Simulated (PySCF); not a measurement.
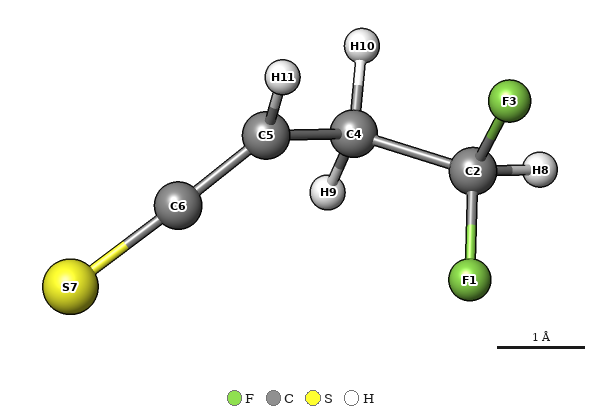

**Figure 1.** The input geometry of the first run (ball-and-stick view, seen at a tilt; atoms are numbered from 1 in the order of the input).

**Two runs on C4H4F2S**

System: C4H4F2S, SMILES FC(F)CC=C=S.
Method of the first run: GIAO PBE0/pcSseg-1 NMR shielding, non-relativistic, gas phase (PySCF 2.14.0).

The geometry comes from this level: GFN2-xTB, NEB image 0 of 0 to 8. Text and figures count atoms from 1; the logs count them from 0 in places.

Input file, the first run:
```
{"job": {"kind": "nmr", "xc": "PBE0", "basis": "pcSseg-1", "pop": false}, "charge": 0, "multiplicity": 1}
F     -0.678100     1.850200    -0.202200
C     -1.290700     0.648200    -0.104900
F     -1.679600     0.523200     1.187300
C     -0.348500    -0.486200    -0.501200
C      0.867500    -0.506600     0.386800
C      2.076000    -0.257800    -0.017600
S      3.531200    -0.004200    -0.503500
H     -2.201500     0.686100    -0.724300
H     -0.059500    -0.343200    -1.542300
H     -0.898800    -1.424800    -0.403400
H      0.687300    -0.682300     1.439200
```

The first line tells a small driver script what to run in PySCF; the rest is the geometry in Å.

Command:
```bash
OMP_NUM_THREADS=1 python <driver script> task.json out
```

Hardware: 1 CPU thread, shared host.

Output (the first run):
```
coarse grid: 10624 points
cycle   1  E = -751.9629327255  dE =  1.017e+00  |g| = 6.741e-01  |ddm| = 3.178e+00
cycle   2  E = -751.8969210655  dE =  6.601e-02  |g| = 9.616e-01  |ddm| = 9.605e-01
cycle   3  E = -752.0408673881  dE = -1.439e-01  |g| = 5.152e-02  |ddm| = 5.564e-01
cycle   4  E = -752.0411785706  dE = -3.112e-04  |g| = 3.431e-02  |ddm| = 7.427e-02
cycle   5  E = -752.0414270164  dE = -2.484e-04  |g| = 1.517e-02  |ddm| = 4.071e-02
cycle   6  E = -752.0414895587  dE = -6.254e-05  |g| = 3.562e-03  |ddm| = 1.786e-02
cycle   7  E = -752.0414925200  dE = -2.961e-06  |g| = 1.112e-03  |ddm| = 4.004e-03
final grid: 101280 points
cycle   8  E = -752.0988783799  dE = -2.713e-05  |g| = 8.824e-03  |ddm| = 2.507e-02
cycle   9  E = -752.0988251087  dE =  5.327e-05  |g| = 1.644e-02  |ddm| = 2.109e-02
cycle  10  E = -752.0988961702  dE = -7.106e-05  |g| = 1.955e-03  |ddm| = 1.612e-02
cycle  11  E = -752.0988972302  dE = -1.060e-06  |g| = 3.713e-04  |ddm| = 2.071e-03
cycle  12  E = -752.0988972499  dE = -1.973e-08  |g| = 1.030e-04  |ddm| = 3.229e-04
cycle  13  E = -752.0988972514  dE = -1.449e-09  |g| = 2.992e-05  |ddm| = 7.982e-05
cycle  14  E = -752.0988972516  dE = -2.055e-10  |g| = 8.552e-06  |ddm| = 3.054e-05
converged SCF energy = -752.0988972516

GIAO shielding tensors (ppm)
atom      isotropic    diamagn.    paramagn.     s11        s22        s33       span
  0 F      304.620     474.263    -169.643    197.645    321.897    394.318    196.673
  1 C       67.222     237.207    -169.985     46.707     67.707     87.252     40.545
  2 F      314.506     474.257    -159.751    206.238    332.042    405.238    199.000
  3 C      151.583     248.601     -97.018    136.445    146.586    171.719     35.274
  4 C      125.790     257.741    -131.951     30.816    154.720    191.834    161.019
  5 C      -80.981     263.659    -344.640   -196.382    -61.649     15.089    211.471
  6 S      145.935    1056.713    -910.777   -231.308     64.944    604.169    835.477
  7 H       25.401      27.229      -1.828     22.895     23.679     29.630      6.735
  8 H       29.166      30.274      -1.108     25.894     27.656     33.947      8.053
  9 H       29.140      29.628      -0.488     24.429     27.589     35.402     10.973
 10 H       26.524      29.463      -2.939     23.235     26.413     29.926      6.691
```

For the second run the input was changed thus:
```diff
-F     -0.678100     1.850200    -0.202200
-C     -1.290700     0.648200    -0.104900
-F     -1.679600     0.523200     1.187300
-C     -0.348500    -0.486200    -0.501200
-C      0.867500    -0.506600     0.386800
-C      2.076000    -0.257800    -0.017600
-S      3.531200    -0.004200    -0.503500
-H     -2.201500     0.686100    -0.724300
-H     -0.059500    -0.343200    -1.542300
-H     -0.898800    -1.424800    -0.403400
-H      0.687300    -0.682300     1.439200
+F     -0.956900     1.846900    -0.638100
+C     -1.292000     0.657700    -0.083700
+F     -1.220000     0.833700     1.256800
+C     -0.341700    -0.447500    -0.564500
+C      0.833300    -0.592000     0.364800
+C      2.062100    -0.289400     0.074100
+S      3.552700     0.004800    -0.254500
+H     -2.347900     0.464000    -0.331000
+H     -0.003300    -0.176000    -1.565200
+H     -0.884800    -1.393600    -0.619500
+H      0.604000    -0.905900     1.374800
```

Predict how the results change.

With the same method and basis, the second run lies 2.3 kcal/mol higher. The dipole moment goes from 2.38 to 2.61 D. Of all shieldings, the largest change is that of F1, by −11.0 ppm. The number of SCF iterations is the same.

Output (the second run):
```
coarse grid: 10624 points
cycle   1  E = -751.9587170653  dE =  1.015e+00  |g| = 6.755e-01  |ddm| = 3.168e+00
cycle   2  E = -751.8916479790  dE =  6.707e-02  |g| = 9.661e-01  |ddm| = 9.469e-01
cycle   3  E = -752.0370938259  dE = -1.454e-01  |g| = 5.166e-02  |ddm| = 5.484e-01
cycle   4  E = -752.0373933674  dE = -2.995e-04  |g| = 3.525e-02  |ddm| = 7.590e-02
cycle   5  E = -752.0376594588  dE = -2.661e-04  |g| = 1.535e-02  |ddm| = 4.265e-02
cycle   6  E = -752.0377243481  dE = -6.489e-05  |g| = 3.494e-03  |ddm| = 1.822e-02
cycle   7  E = -752.0377271562  dE = -2.808e-06  |g| = 1.086e-03  |ddm| = 3.865e-03
final grid: 101280 points
cycle   8  E = -752.0951548432  dE = -2.781e-05  |g| = 9.112e-03  |ddm| = 2.535e-02
cycle   9  E = -752.0950966987  dE =  5.814e-05  |g| = 1.707e-02  |ddm| = 2.233e-02
cycle  10  E = -752.0951741079  dE = -7.741e-05  |g| = 2.001e-03  |ddm| = 1.690e-02
cycle  11  E = -752.0951752150  dE = -1.107e-06  |g| = 3.588e-04  |ddm| = 2.101e-03
cycle  12  E = -752.0951752328  dE = -1.777e-08  |g| = 1.153e-04  |ddm| = 3.239e-04
cycle  13  E = -752.0951752346  dE = -1.851e-09  |g| = 3.231e-05  |ddm| = 8.598e-05
cycle  14  E = -752.0951752349  dE = -2.237e-10  |g| = 1.231e-05  |ddm| = 3.381e-05
converged SCF energy = -752.0951752349

GIAO shielding tensors (ppm)
atom      isotropic    diamagn.    paramagn.     s11        s22        s33       span
  0 F      293.623     472.874    -179.251    175.875    327.210    377.783    201.908
  1 C       67.013     236.102    -169.089     45.942     66.879     88.218     42.277
  2 F      310.761     474.504    -163.742    218.829    325.100    388.355    169.526
  3 C      151.390     249.321     -97.932    137.251    140.534    176.384     39.133
  4 C      125.124     257.638    -132.513     29.143    154.272    191.959    162.816
  5 C      -80.126     263.278    -343.405   -195.399    -59.437     14.457    209.857
  6 S      144.569    1056.663    -912.093   -240.416     66.015    608.110    848.526
  7 H       25.505      27.096      -1.591     23.002     23.801     29.711      6.708
  8 H       28.940      30.183      -1.243     25.824     27.766     33.230      7.406
  9 H       29.025      29.707      -0.682     23.829     27.876     35.370     11.541
 10 H       26.617      29.573      -2.955     23.638     26.185     30.029      6.391
```

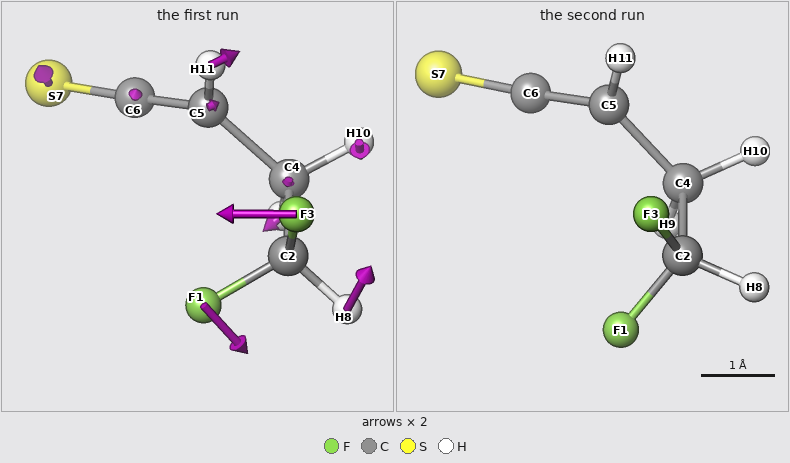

**Figure 2.** The two input geometries at one scale (ball-and-stick view, seen at a tilt). The pink arrows on the first give the shifts of the atoms after the best rigid fit, magnified 2 times. The largest move after the best rigid fit is that of F3, 0.56 Å. By element the largest moves are F 0.56 Å, H 0.48 Å, S 0.25 Å, C 0.10 Å. Among the contacts that change: C2–C4 1.527 → 1.535 Å.

The two runs side by side:

```csv
quantity,the first run,the second run
outcome,converged,converged
total energy (hartree),−752.098897,−752.095175
HOMO (eV),−6.57,−6.56
LUMO (eV),−2.27,−2.26
dipole moment (D),2.38,2.61
shielding of F1 (ppm),304.6,293.6
shielding of C2 (ppm),67.2,67.0
shielding of F3 (ppm),314.5,310.8
shielding of C5 (ppm),125.8,125.1
shielding of C6 (ppm),−81.0,−80.1
shielding of S7 (ppm),145.9,144.6
shielding of H9 (ppm),29.2,28.9
SCF iterations,14,14
basis functions,146,146
wall time (shared host),41 s,35 s
```
